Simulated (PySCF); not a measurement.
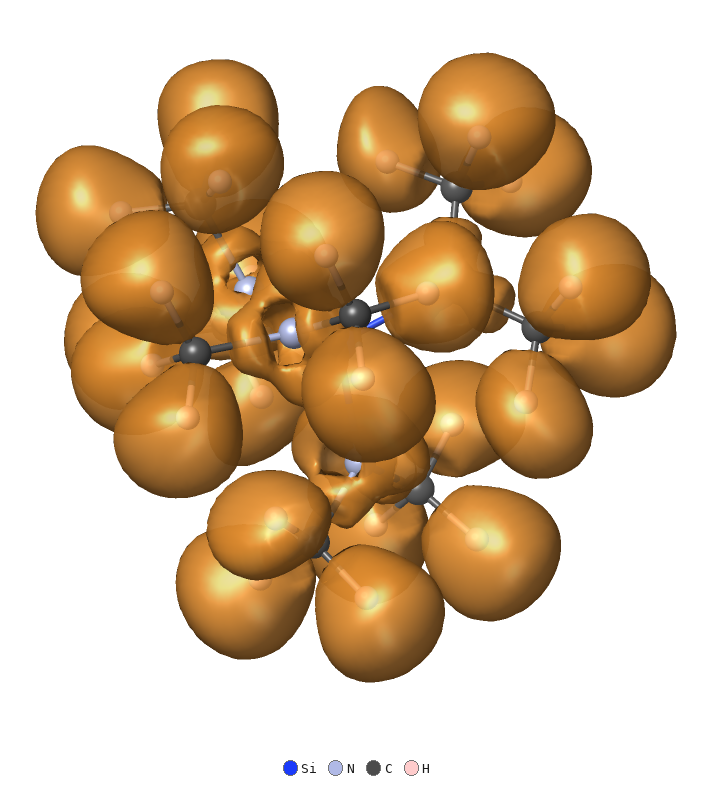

Figure. C8H24N4Si (SMILES CN(C)[Si](N(C)C)(N(C)C)N(C)C). Isosurface of the electron localisation function at 0.75 (orange), seen at an oblique angle. Core shells and regions of very low density are left out.

Geometry: PBE0-D3(BJ)/def2-SVP.

These are results of PBE0/pcSseg-1, SCF density, gas phase, non-relativistic (PySCF 2.14.0), not measurements.

```xyz
37

Si   -0.0030    0.0003    0.0014
N    -0.0650    0.0222    1.7375
C     0.1951    1.2069    2.5106
C    -0.2235   -1.1687    2.5268
H    -0.6302    1.4225    3.2185
H     0.3023    2.0789    1.8490
H     1.1220    1.1245    3.1152
H    -0.5058   -2.0183    1.8902
H     0.7007   -1.4466    3.0740
H    -1.0216   -1.0452    3.2852
N     1.6297   -0.0718   -0.5873
C     2.7554    0.3857    0.1811
C     1.9546   -0.4360   -1.9404
H     3.5695   -0.3657    0.1861
H     2.4643    0.5595    1.2260
H     3.1888    1.3281   -0.2125
H     1.0543   -0.7802   -2.4700
H     2.3841    0.4094   -2.5167
H     2.6989   -1.2567   -1.9745
N    -0.8031    1.4621   -0.4895
C    -2.0137    1.9320    0.1291
C    -0.4025    2.2189   -1.6442
H    -1.9162    2.9813    0.4727
H    -2.2580    1.3143    1.0056
H    -2.8828    1.9004   -0.5601
H     0.5682    1.8657   -2.0181
H    -1.1323    2.1494   -2.4768
H    -0.2914    3.2942   -1.4017
N    -0.7754   -1.4097   -0.6567
C    -0.1447   -2.7025   -0.6843
C    -2.1504   -1.4196   -1.0757
H    -0.6467   -3.4350   -0.0188
H     0.9045   -2.6221   -0.3643
H    -0.1528   -3.1389   -1.7032
H    -2.5449   -0.3954   -1.1259
H    -2.2595   -1.8653   -2.0841
H    -2.8035   -2.0021   -0.3936
```

What do the ELF domains correspond to?

At this value the surface marks out 24 regions around hydrogen nuclei and four regions on N in which the atom's valence shell and bonds are merged. Along the contacts the grid gives the following. C–N (1.44 Å): the ELF peaks at about 0.95 between the atoms: localised, covalent bonding. Si–N (1.74 Å): the ELF peaks at about 0.90 between the atoms (a shared but strongly polarised pair).
